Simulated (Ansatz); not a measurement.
**BH7OSi2: density, localisation and related maps**

```xyz
11

B    -1.1736    1.8931   -0.1532
Si   -0.8884   -0.0382   -0.5393
Si    1.0783   -0.6392    0.6267
O     1.4698   -2.2268    0.3842
H    -0.6381    2.7362   -0.8101
H    -1.8113    2.2446    0.7949
H    -1.9822   -0.9344   -0.0697
H    -0.6210   -0.3309   -1.9789
H     0.8927   -0.4965    2.0915
H     2.1860    0.2626    0.1961
H     1.5532   -2.5273   -0.5216
```

Geometry: PBE0-D4/def2-TZVP.

The calculation used Ansatz, RKS PBE0-D4/def2-TZVPP.

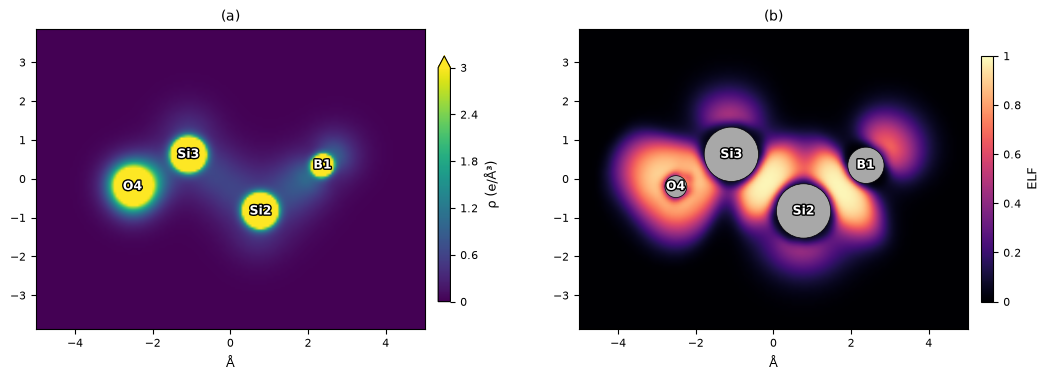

Figure 1. (a) electron density; (b) electron localisation function on the plane of atoms B1, Si2 and Si3. Grey discs cover the atomic cores in the ELF map.

> What do the fields say about this system?

- The section cuts through B, Si and O sites.
- Si–O (1.65 Å): ρ is about 1.2 e/Å³ halfway; the ELF peaks at about 0.85 between the atoms (a polar covalent bond).
- Si–B (1.99 Å): ρ is about 0.81 e/Å³ halfway; the ELF peaks at about 1 between the atoms (a covalent bond).
- Si–Si (2.36 Å): ρ is about 0.61 e/Å³ halfway; the ELF peaks at about 1 between the atoms; a covalent bond.
- The ELF also peaks beside O4, away from the bonds: lone-pair regions.

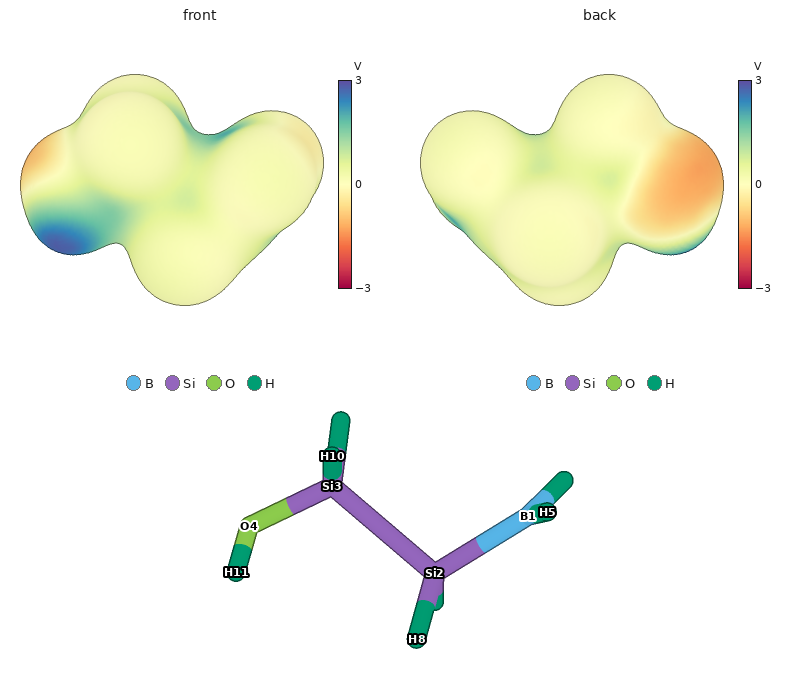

Figure 2. The electrostatic potential painted on the density surface at 0.002 e/bohr³, seen from the front and from behind; red is negative and blue positive. The bare structure is drawn below in the same view.

> Which sites attract a positive test charge, and which a negative one?

A positive charge is drawn to the negative regions and a negative charge to the positive ones. The most negative region (about −1.2 V) lies over O4, the most positive (about +2.7 V) over H11. O4 is the likeliest acceptor of a hydrogen bond.

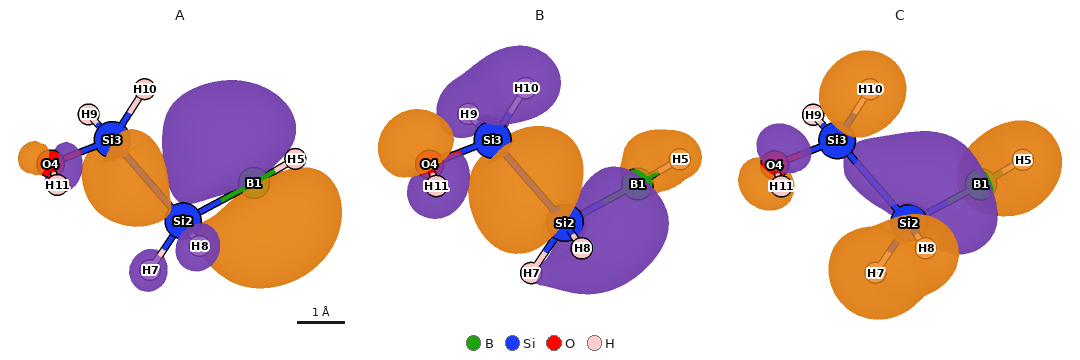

Figure 3. Three frontier orbitals at ±0.08 Å⁻³ᐟ² (orange and purple are the two phases), in no order.

> Which picture is the HOMO−1, the HOMO and the LUMO?

C is the HOMO−1 (−8.79 eV). By Hirshfeld shares it lies mainly on Si2 (about 30 %), B1 (about 25 %), H7 (about 10 %) and Si3 (about 5 %). B is the HOMO (−7.63 eV). Its weight (Hirshfeld) is mainly on Si2 (about 35 %), Si3 (about 25 %), O4 (about 15 %) and B1 (about 15 %). A is the LUMO (−2.54 eV). It lies mainly on B1 (about 55 %), Si2 (about 15 %), Si3 (about 10 %) and H6 (about 5 %).

> What is the HOMO–LUMO gap?

5.09 eV between the orbital energies.

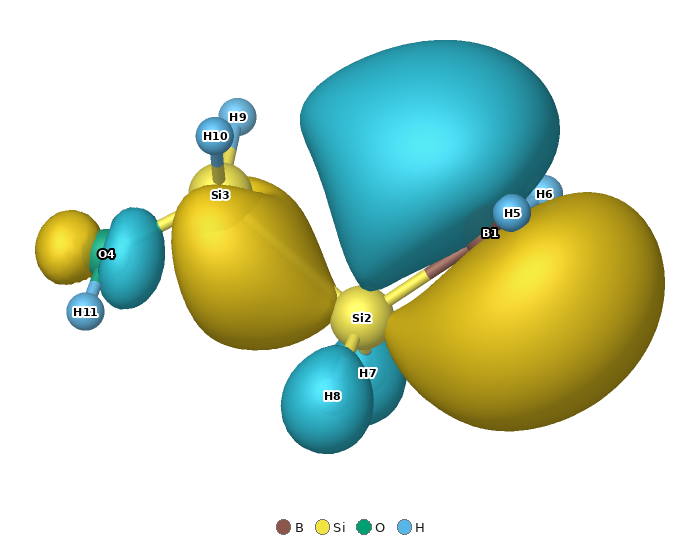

Figure 4. The LUMO at ±0.06 Å⁻³ᐟ² (yellow and cyan are the two phases), seen across its widest extent.

> What is the character of this orbital?

Its weight (Hirshfeld) is mainly on B1 (about 55 %), Si2 (about 15 %), Si3 (about 10 %) and H6 (about 5 %). Its energy is −2.54 eV.
